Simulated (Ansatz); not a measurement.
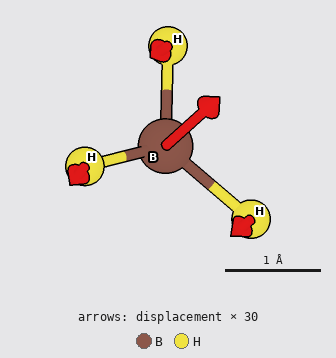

A relaxation of BH₃. The starting structure is drawn; red arrows show the displacements, 30 times their true length. The two geometries are superimposed by the best rigid fit.

The picture is a ball-and-stick view, seen at a tilt.

It is one of the separated reactants of a reaction.

The calculation used RKS PBE0-D4/def2-TZVP (Ansatz). Settings: force threshold 0.005 eV/Å; at most 200 steps.

Question: Describe the change and its energy.

Answer: The largest move after the best rigid fit is that of the B atom, 0.036 Å. Largest moves by element: B 0.036 Å, H 0.012 Å. The energy falls by 0.31 kcal/mol in 1 accepted move (2 points after the start). The largest force component goes from 0.48 to 0.0034 eV/Å. The line search rejected the trial step at point 1 of the run. The run took about 1.9 core-seconds on a shared host.
